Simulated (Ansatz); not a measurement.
BNH3Cl2: several calculations on one system

## 1. Relaxation

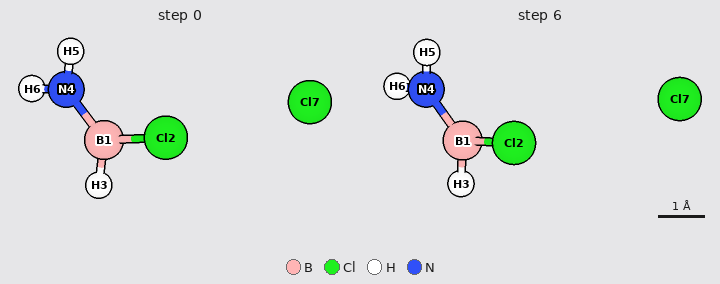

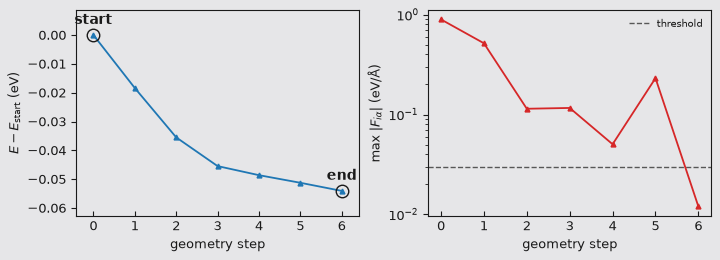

First and last geometry of a relaxation of BNH3Cl2 (multiplicity 2), with the history of the run. A ball-and-stick model, seen at a tilt.

The run prepares an end point of a later path (reaction) calculation, from a guessed geometry.

Level of theory: Ansatz 0.2.0, UHF/6-31G*.

Input
```yaml
crystal:
  periodic: [false, false, false]
  atoms:
    - { symbol: B, position_ang: [-0.054255, -0.007125, -0.036609] }
    - { symbol: Cl, position_ang: [0.084188, -0.900494, 1.562274] }
    - { symbol: H, position_ang: [0.920612, 0.502774, -0.465707] }
    - { symbol: "N", position_ang: [-1.275724, 0.031163, -0.674197] }
    - { symbol: H, position_ang: [-2.097392, -0.402653, -0.312599] }
    - { symbol: H, position_ang: [-1.40135, 0.496483, -1.54725] }
    - { symbol: Cl, position_ang: [-0.090479, 0.279851, 4.584089] }
magnetization:
  spin_polarized: true
  initial_magnetization: 1
basis:
  gaussian: { orbitals: "6-31G*" }
hamiltonian:
  xc: hf
relax:
  f_tol: 0.03
  max_steps: 50
```

Launched with:
```bash
ansatz run input.yaml --threads 1 --pin off --max-ram 2048MiB --backend cpu --events-out ev --progress --plain --runs-dir out
```

> Read the history and describe the run.

It converged. Cl2 moves most after the best rigid fit: 0.35 Å. By element the largest moves are Cl 0.35 Å, H 0.17 Å, B 0.07 Å, N 0.01 Å. Near-neighbour distances that change, for instance: B1–Cl2 1.837 → 1.789 Å. Over 6 geometry steps the energy falls by 0.054 eV. Largest force component: 0.9 eV/Å at the start, 0.012 eV/Å at the end.

Limits of the set-up: the start holds two separate molecules, 3.2 Å apart at their closest, whose relative position is a soft coordinate and is computed without a dispersion correction; Hartree-Fock leaves out electron correlation.

## 2. Relaxation

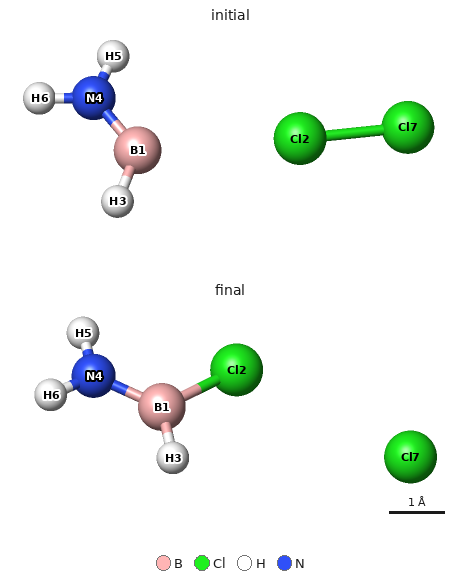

The structure of BNH$_{3}$Cl$_{2}$ (multiplicity 2) before (top) and after (bottom) a relaxation, at one scale.

The picture is a ball-and-stick view, seen at a tilt.

The run prepares an end point of a later path (reaction) calculation, from a guessed geometry.

Theory: UHF/6-31G* in Ansatz 0.2.0. (collinear spin; force threshold 0.03 eV/Å; at most 50 steps)

Question: Summarise the run.

Answer: The atom that moves furthest after the best rigid fit is Cl2 (1.58 Å). Largest moves by element: Cl 1.58 Å, H 1.12 Å, B 0.69 Å, N 0.07 Å. Near-neighbour distances that change, for instance: Cl2–Cl7 2.036 → 3.767 Å, B1–Cl2 3.059 → 1.789 Å, B1–H3 1.189 → 1.183 Å, B1–N4 1.376 → 1.382 Å. New bonds form, among them: B1–Cl2 (3.06 → 1.79 Å). Bonds break, among them: Cl2–Cl7 (2.04 → 3.77 Å). Among the angles between lasting bonds that change: H3–B1–N4 125.9° → 122.1°. The energy falls by 356.1 kJ/mol in 28 geometry steps. The largest force component goes from 0.22 to 0.023 eV/Å. The forces were under the threshold at step 13, but the run went on from there. The run took 81 s on 1 thread of Arm Neoverse V1, with other jobs on the host, peak memory 0.17 GiB.

Limits of the set-up: the start holds two separate molecules, 3.1 Å apart at their closest, whose relative position is a soft coordinate and is computed without a dispersion correction; Hartree-Fock leaves out electron correlation.

## 3. Path

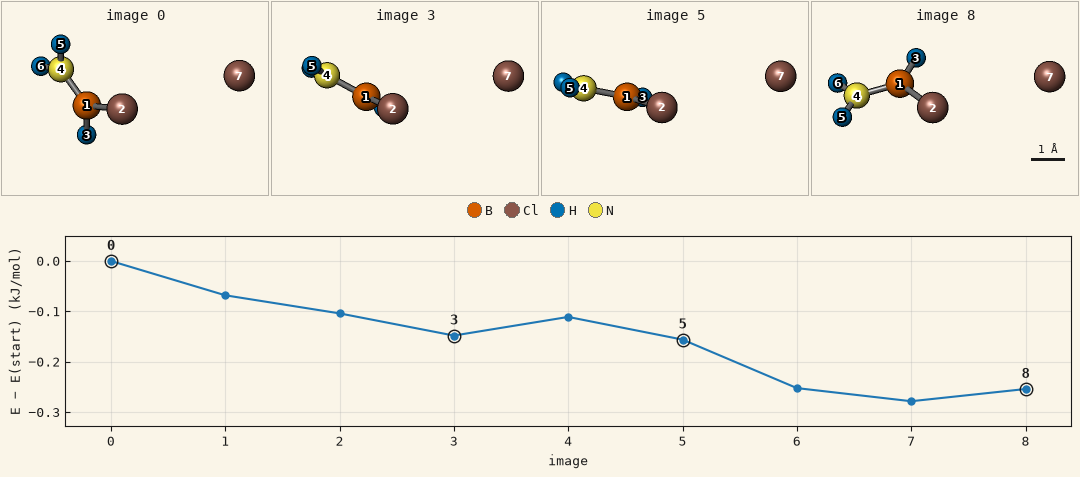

NEB run on BNH3Cl2 (multiplicity 2), made up at the start of BNH₃Cl and Cl. Images are numbered from 0 (start) to 8 (end). Style: ball-and-stick. Shown at a tilt.

The calculation used Ansatz, UHF/6-31G*. Set-up: 7 movable images; climbing image; force threshold 0.03 eV/Å; iteration limit 60; starting path through a guess of the saddle point.

What happens along the path, and what is the barrier?

No barrier shows: the energy is highest at the start, and the end lies 0.25 kJ/mol below the start. No bond forms or breaks between the ends. The band converged in 37 iterations. The largest component of the band force went from 5.9 to 0.023 eV/Å.

Limits of the set-up: the start holds two separate molecules, 3.8 Å apart at their closest, whose relative position is a soft coordinate and is computed without a dispersion correction; Hartree-Fock leaves out electron correlation.

Cost: 12 min on 1 thread of Arm Neoverse V1, with other jobs on the host, peak memory 0.23 GiB.
